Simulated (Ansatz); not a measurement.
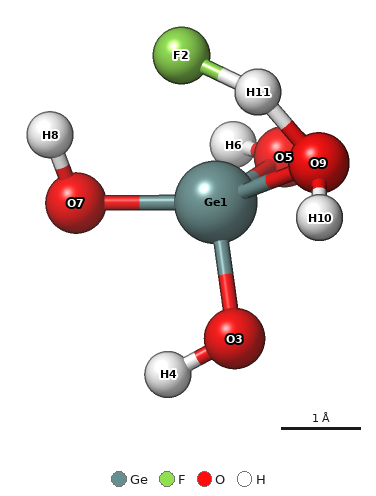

**Figure 1.** The input geometry (ball-and-stick view, seen at a tilt; atoms are numbered from 1 in the order of the input). Sticks mark near contacts. Bond lengths as drawn: F–H 1.18 Å, Ge–O 1.77 to 1.94 Å and H–O 0.98 to 1.20 Å.

**Frequency calculation, with input and output: GeH5O4F**

The run: frequency calculation of GeH5O4F. Method and program: RKS PBE-D4/def2-SVP (Ansatz 0.2.0).

It belongs to a series of runs on one base structure; here: vibrations at the highest image of the band. Figures and captions count atoms from 1; the log counts them from 0 in places.

## Input file
```yaml
crystal:
  periodic: [false, false, false]
  atoms:
    - { symbol: Ge, position_ang: [0.192072, 0.242439, -0.065062] }
    - { symbol: F, position_ang: [-0.565697, 0.141422, 1.962937] }
    - { symbol: O, position_ang: [1.732111, -0.025735, -0.945702] }
    - { symbol: H, position_ang: [1.698453, -0.926072, -1.32336] }
    - { symbol: O, position_ang: [-0.901357, 1.441177, -0.778698] }
    - { symbol: H, position_ang: [-1.6628, 0.965086, -1.161861] }
    - { symbol: O, position_ang: [-0.483578, -1.418666, -0.15643] }
    - { symbol: H, position_ang: [-0.981461, -1.563087, 0.672737] }
    - { symbol: O, position_ang: [1.097802, 1.419014, 1.176118] }
    - { symbol: H, position_ang: [2.037095, 1.147358, 1.216247] }
    - { symbol: H, position_ang: [0.350459, 0.880863, 1.944676] }
basis:
  gaussian: { orbitals: def2-SVP }
hamiltonian:
  xc: pbe
  dispersion: d4
phonons: {}
```

Launched with:
```bash
ansatz run input.yaml --threads 4 --pin off --max-ram 5120MiB --backend cpu --events-out ev --progress --plain --runs-dir out
```

## What the program printed
```
Engine: ansatz 0.2.0, aarch64-unknown-linux-gnu
Functional definition: PBE
  parameter kappa = 0.804
  parameter beta = 0.06672455060314922
  exchange = pbe_x(kappa = kappa, mu = beta*pi^2/3)
  correlation = pbe_c(beta = beta)
1361 factors; their error is unknown
mean field evaluation 1: about -67453.7259 eV, gradient 1.0e2 eV
mean field evaluation 2: about -67397.5037 eV, gradient 2.0e2 eV
mean field evaluation 4: about -67471.6150 eV, gradient 1.4e1 eV
mean field evaluation 8: about -67471.9293 eV, gradient 1.2e-1 eV
mean field evaluation 16: about -67471.8649 eV, gradient 1.3e-3 eV
mean field -67471.86490491 eV, -2479.5453011829 hartree, gradient 6.9e-5 eV, S^2 0.000000; 0 other end points of the search recorded, 0 dependent functions left out
the calculation of the forces begins
reference -67471.86493756 eV, -2479.5453023828 hartree; 39, 39 occupied and 88, 88 virtual orbitals, 1361 factors
these checks for a lower state are left out or cut short: stability, starts, cluster_reference, orbital_swaps, neighbouring_geometries, increment
1361 factors; their error is unknown
mean field -67471.86480605 eV, -2479.5452975497 hartree, gradient 1.3e-6 eV, S^2 0.000000; 0 other end points of the search recorded, 0 dependent functions left out
[... from here on the field's lines of each further geometry are left out, up to the last ...]
the calculation of the forces begins
reference -67471.86490465 eV, -2479.5453011733 hartree; 39, 39 occupied and 88, 88 virtual orbitals, 1361 factors
these checks for a lower state are left out or cut short: stability, starts, cluster_reference, orbital_swaps, neighbouring_geometries, increment
1361 factors; their error is unknown
mean field -67471.86487130 eV, -2479.5452999476 hartree, gradient 1.5e-6 eV, S^2 0.000000; 0 other end points of the search recorded, 0 dependent functions left out
the calculation of the forces begins
reference -67471.86490394 eV, -2479.5453011472 hartree; 39, 39 occupied and 88, 88 virtual orbitals, 1361 factors
WARN: phonons: modes at or below zero, which the zero-point energy, F, S and C_V leave out: 1, the lowest at -417.85 cm⁻¹. A minimum has none, and a first-order saddle one
Total energy: -67472.08149277 eV, -2479.5532606398 hartree
Atom 0 at     0.192072     0.242439    -0.065062 Å, force     0.011660    -0.004358     0.003308 eV/Å
Atom 1 at    -0.565697     0.141422     1.962937 Å, force     0.009520     0.009101    -0.005273 eV/Å
Atom 2 at     1.732111    -0.025735    -0.945702 Å, force    -0.008959     0.001211     0.001970 eV/Å
Atom 3 at     1.698453    -0.926072    -1.323360 Å, force     0.003689    -0.001378    -0.002168 eV/Å
Atom 4 at    -0.901357     1.441177    -0.778698 Å, force     0.011576     0.006759     0.006758 eV/Å
Atom 5 at    -1.662800     0.965086    -1.161861 Å, force    -0.011243    -0.005883    -0.005899 eV/Å
Atom 6 at    -0.483578    -1.418666    -0.156430 Å, force     0.005360     0.005982    -0.010900 eV/Å
Atom 7 at    -0.981461    -1.563087     0.672737 Å, force    -0.009031    -0.005390     0.011628 eV/Å
Atom 8 at     1.097802     1.419014     1.176118 Å, force    -0.014620    -0.000392     0.002775 eV/Å
Atom 9 at     2.037095     1.147358     1.216247 Å, force     0.007995    -0.000549    -0.002123 eV/Å
Atom 10 at     0.350459     0.880863     1.944676 Å, force    -0.005947    -0.005103    -0.000076 eV/Å
Dipole moment:     0.116880    -0.329604     0.097489 e Å
Vibrations: -417.85 54.03 165.47 188.17 224.88 236.72 250.87 277.17 362.94 412.77 420.41 527.31 658.48 670.94 675.71 728.22 793.73 860.33 909.25 952.07 1081.45 1288.85 1761.62 3691.62 3699.36 3712.07 3722.85 cm⁻¹, zero-point energy 1.756068 eV
```

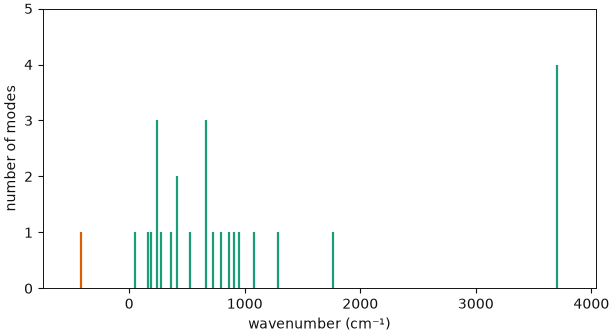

**Figure 2.** Harmonic vibrational wavenumbers from the force constants; neighbouring modes closer than 19 cm⁻¹ are counted in one stick, and imaginary ones are drawn at negative wavenumbers. 27 modes from 418i to 3723 cm⁻¹, 1 imaginary beyond 8i (418i cm⁻¹): a first-order saddle point, if the geometry is stationary.

## Results in brief

| quantity | value |
| --- | --- |
| outcome | converged |
| total energy | −67472.0815 eV |
| mean-field energy | −67471.8649 eV |
| largest force (length of the vector) | 0.016 eV/Å |
| hardware | 4 threads of Arm Neoverse V1, 24 GiB of memory available, shared host |
| wall time | 62 s (CPU time 3.9 min) |
| peak memory | 0.18 GiB |
